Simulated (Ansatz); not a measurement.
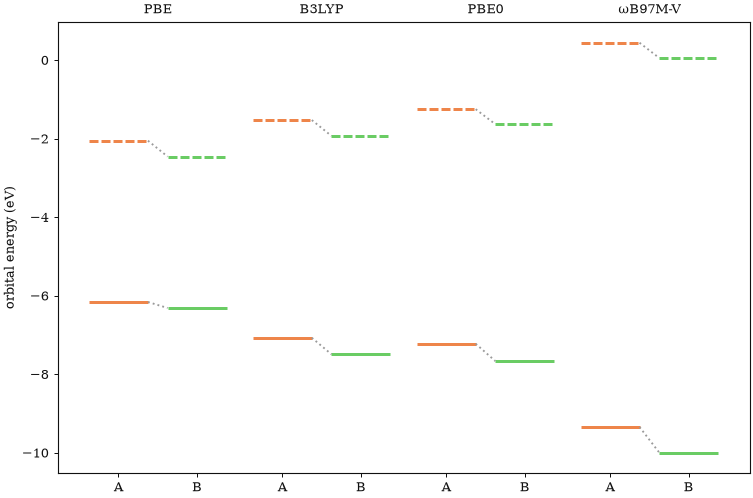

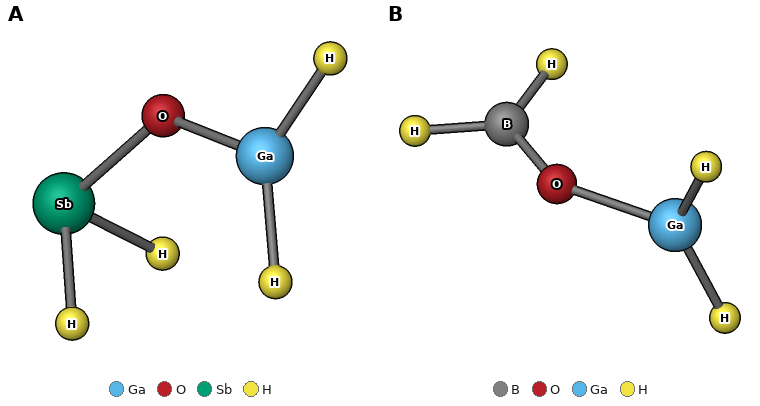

One change: A, GaSbH₄O (SMILES [GaH2][O][SbH2]), becomes B, GaBH₄O (SMILES B[O][GaH2]). SbH₂ on O is replaced by BH₂. HOMO (solid) and LUMO (dashed) computed in def2-TZVPP at PBE0-D4/def2-TZVP geometries, both minima by their frequencies, gas phase, the Ansatz code. Empty levels above zero depend strongly on the basis.

What does the change do to HOMO and LUMO?

Answer. PBE: the HOMO falls by 0.15 eV, the LUMO falls by 0.40 eV, and the separation goes from 4.11 to 3.86 eV. B3LYP: the HOMO falls by 0.42 eV, the LUMO falls by 0.40 eV, and the separation goes from 5.54 to 5.56 eV. PBE0: the HOMO falls by 0.44 eV, the LUMO falls by 0.38 eV, and the separation goes from 5.97 to 6.03 eV. ωB97M-V: the HOMO falls by 0.65 eV, the LUMO falls by 0.39 eV, and the separation goes from 9.79 to 10.05 eV.

Do the functionals agree on the effect?

Answer. They agree on the direction for both levels; the HOMO shift lies between −0.65 and −0.15 eV and the LUMO shift between −0.40 and −0.38 eV, while the separations themselves differ by up to 6.2 eV between functionals.

Known limits of this run: core potentials past krypton; spin-orbit coupling is left out, and with Sb it can shift these values.
